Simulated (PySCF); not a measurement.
C4H8O2Si (SMILES C=C[SiH2]OC(C)=O)

Input

```
{"job": {"kind": "uv", "xc": "CAM-B3LYP", "basis": "def2-SVPD", "ip": true}, "charge": 0, "multiplicity": 1}
C     -2.519723     0.298026     0.003536
C     -2.392407    -0.912532    -0.551378
Si    -0.752565    -1.717382    -0.896971
O      0.382894    -0.545020    -0.358423
C      1.687143    -0.835865    -0.455768
C      2.566277     0.270824     0.041213
O      2.072137    -1.886214    -0.903225
H     -1.642970     0.890157     0.285977
H     -3.499958     0.747174     0.198126
H     -3.304531    -1.464997    -0.815307
H     -0.561397    -1.972630    -2.351282
H     -0.586908    -2.978077    -0.123156
H      2.320339     0.496731     1.089032
H      2.372160     1.184008    -0.540511
H      3.618912    -0.018321    -0.048760
```

Run with:

```sh
OMP_NUM_THREADS=1 python probes_run.py task.json out
```

Geometry: PBE0-D3(BJ)/def2-SVP.

These are results of PySCF 2.14.0, CAM-B3LYP/def2-SVPD, SCF density, gas phase, not measurements.

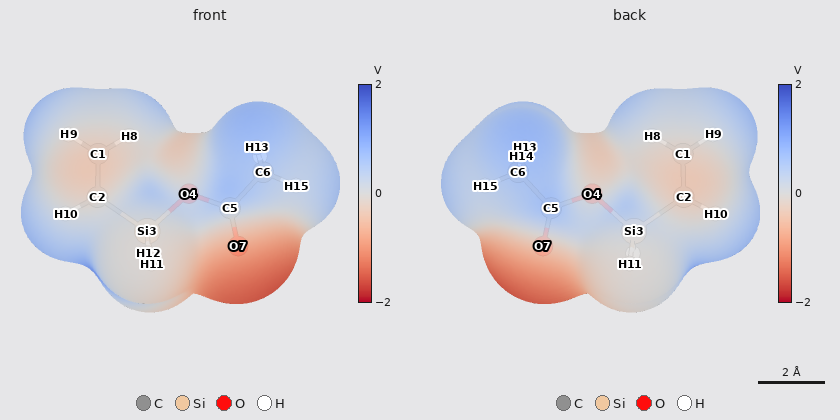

Figure 1. The electrostatic potential painted on the density surface at 0.001 e/bohr³, seen from the front and from behind; red is negative and blue positive.

Question: Describe the electrostatic potential map.

Answer: The most negative region (about −1.5 V, or −35 kcal/mol for a unit charge) lies over O7, the most positive (about +1.1 V, or +25 kcal/mol for a unit charge) over Si3. O7 is the likeliest acceptor of a hydrogen bond.

Question: How polar is the molecule by this calculation?

Answer: Its dipole moment is 2.51 D.

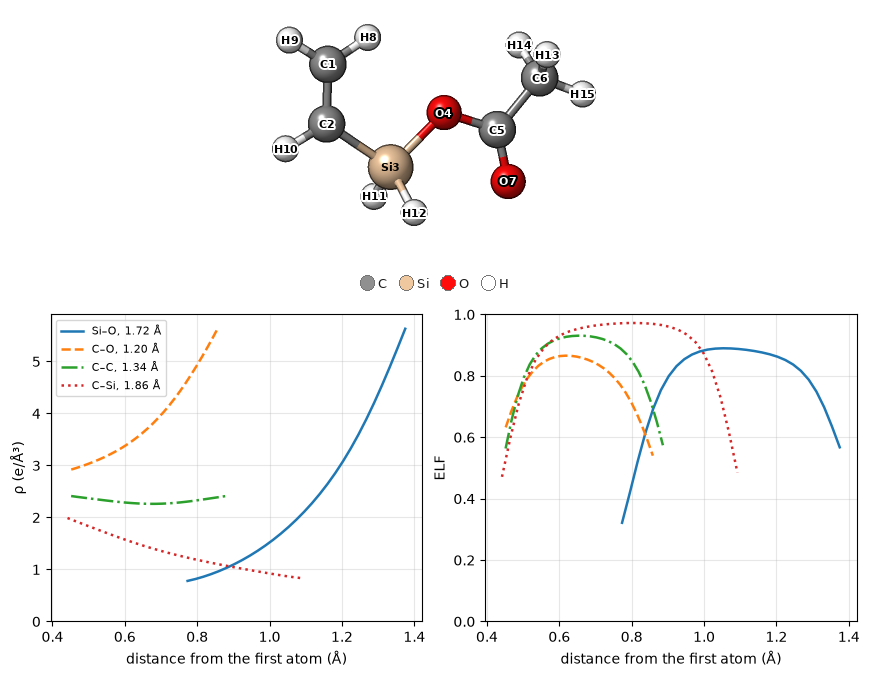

Figure 2. Total electron density and ELF along straight lines between neighbouring atoms. The curves leave out the atomic cores. The structure is drawn too.

Question: What can be read from the curves?

Answer: Si–O (1.72 Å): the density is about 0.97 e/Å³ at the midpoint; the ELF peaks at about 0.90 between the atoms: a shared but strongly polarised pair.
C–O (1.20 Å): the density is about 3.4 e/Å³ at the midpoint; the ELF peaks at about 0.85 between the atoms (a short, multiple covalent bond).
C–C (1.34 Å): the density is about 2.3 e/Å³ at the midpoint; the ELF peaks at about 0.95 between the atoms (a short, multiple covalent bond).
C–Si (1.86 Å): ρ at the midpoint is about 1 e/Å³; the ELF peaks at about 1 between the atoms; a covalent bond.
